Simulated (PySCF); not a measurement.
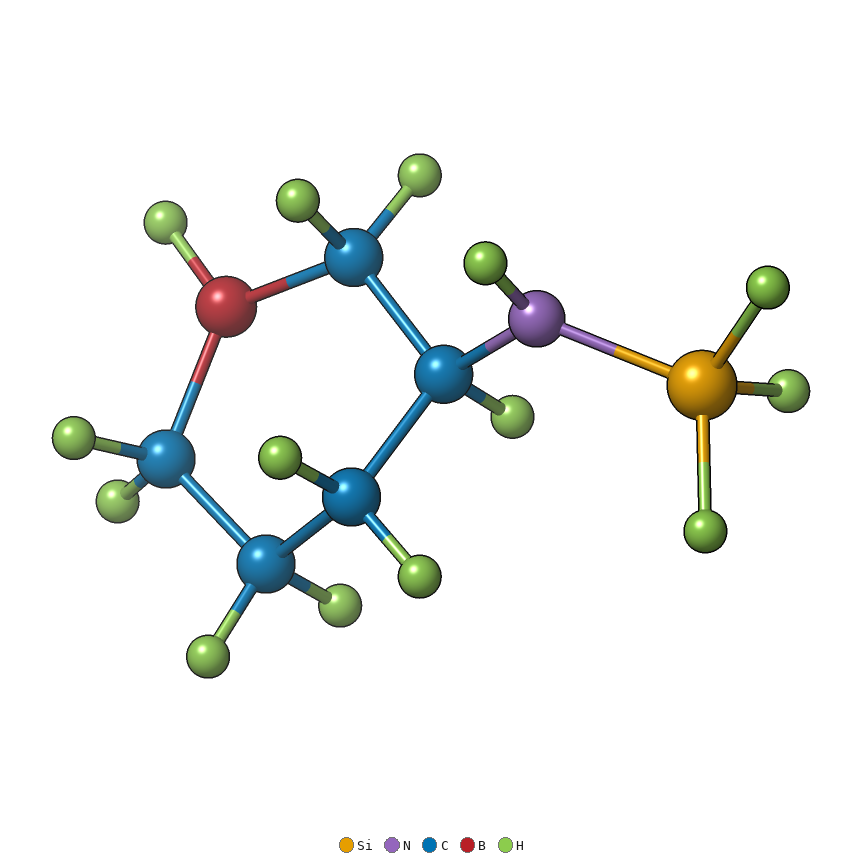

Computed geometry: PBE0-D3(BJ)/def2-SVP optimisation. No frequency run is at hand to confirm it as a minimum.

Give the structural formula.

SMILES: [SiH3]N[C@@H]1CBCCC1

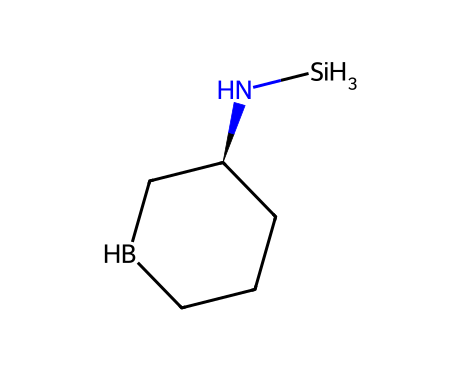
